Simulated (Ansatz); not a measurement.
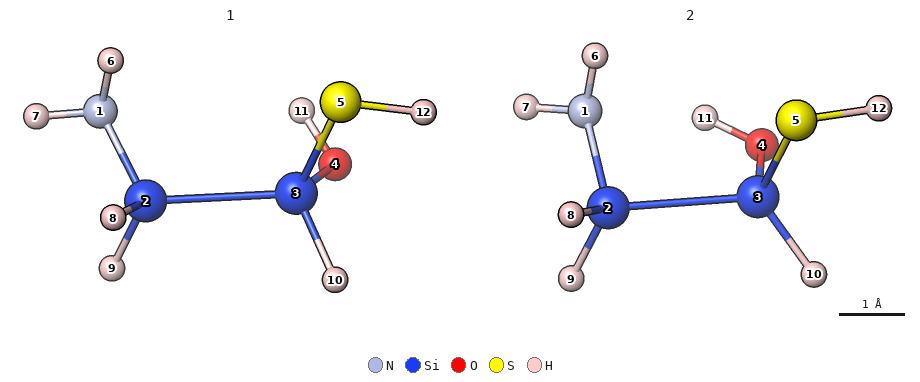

Two geometries of Si2NH7SO (coarse preliminary run), drawn at one scale. One is the start of a relaxation, the other its converged end. Style: ball-and-stick. Shown face on.

All numbers below come from RKS PBE-D4/def2-SVP (Ansatz). (force threshold 0.03 eV/Å; at most 200 steps)

### Which geometry has the lower energy?

Structure 2 is the relaxed one. The start comes from a force field. The energy falls by 82.5 kJ/mol in 19 accepted moves (21 points after the start). The largest force component goes from 3.6 to 0.015 eV/Å. The line search rejected the trial steps at points 10, 12 of the run. The atom that moves furthest after the best rigid fit is H11 (0.92 Å). By element the largest moves are H 0.92 Å, O 0.60 Å, S 0.44 Å, N 0.40 Å, Si 0.25 Å. Among the contacts that change: N1–Si2 1.655 → 1.784 Å, Si3–O4 1.619 → 1.684 Å, N1–H6 1.091 → 1.027 Å, O4–H11 1.054 → 0.992 Å. Bond angles that change, for instance: N1–Si2–Si3 112.4° → 95.5°, Si2–Si3–O4 113.3° → 98.6°, Si2–Si3–H10 110.6° → 121.7°. Groups turn about Si3–O4 by about 20°.
